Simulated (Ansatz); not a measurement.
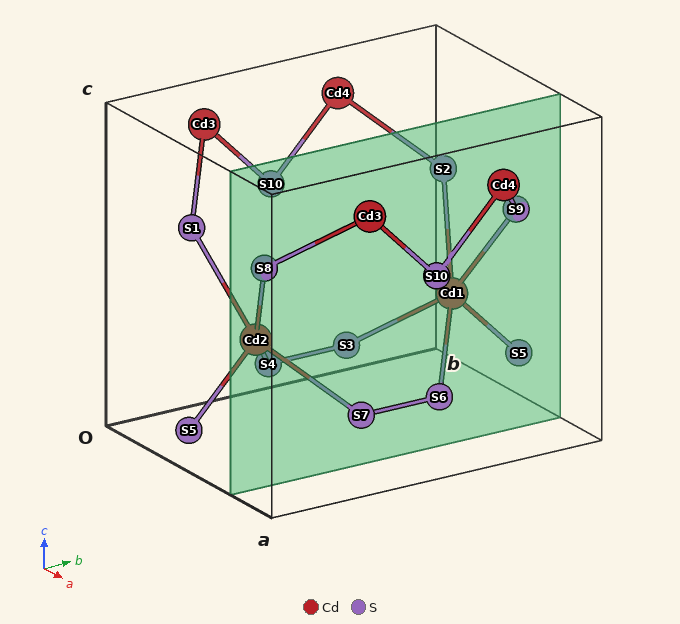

For Cd2S5, the end point of a relaxation with Ansatz 0.2.0, DFT PBE, scalar-relativistic, plane waves, PAW; the starting structure was generated, so it need not be a known form of this composition: the shaded plane is a symmetry element of the crystal. The drawing is computed from the coordinates (standard cell, symmetry found to 0.002 Å).

a = 6.508 Å, b = 8.434 Å, c = 7.434 Å, α = 90.00°, β = 90.00°, γ = 90.00°.

| atom | x | y | z |
| --- | --- | --- | --- |
| Cd1 | 0.5000 | 0.7974 | 0.3607 |
| Cd2 | 0.5000 | 0.2026 | 0.3607 |
| S1 | 0.2804 | 0.1184 | 0.6639 |
| S2 | 0.2804 | 0.8816 | 0.6639 |
| S3 | 0.2196 | 0.6184 | 0.1639 |
| S4 | 0.2196 | 0.3816 | 0.1639 |
| S5 | 0.5000 | 0.0000 | 0.1287 |
| Cd3 | 0.0000 | 0.2974 | 0.8607 |
| Cd4 | 0.0000 | 0.7026 | 0.8607 |
| S6 | 0.7804 | 0.6184 | 0.1639 |
| S7 | 0.7804 | 0.3816 | 0.1639 |
| S8 | 0.7196 | 0.1184 | 0.6639 |
| S9 | 0.7196 | 0.8816 | 0.6639 |
| S10 | 0.0000 | 0.5000 | 0.6287 |

### Is it a mirror or a glide plane, and what is the operation?

It is a glide plane with glide vector (0, 1/2, 1/2), parallel to (1 0 0), through (3/4, 1/2, 1/2): x, y, z → −x+3/2, y+1/2, z+1/2.

### Onto which atom does it carry each atom (up to whole multiples of a, b and c)?

Cd1 → Cd3, Cd2 → Cd4, S1 → S3, S2 → S4, S3 → S1, S4 → S2, S5 → S10, Cd3 → Cd1, Cd4 → Cd2, S6 → S8, S7 → S9, S8 → S6, S9 → S7, S10 → S5.

### What is the crystal's space group?

Imm2, No. 44.
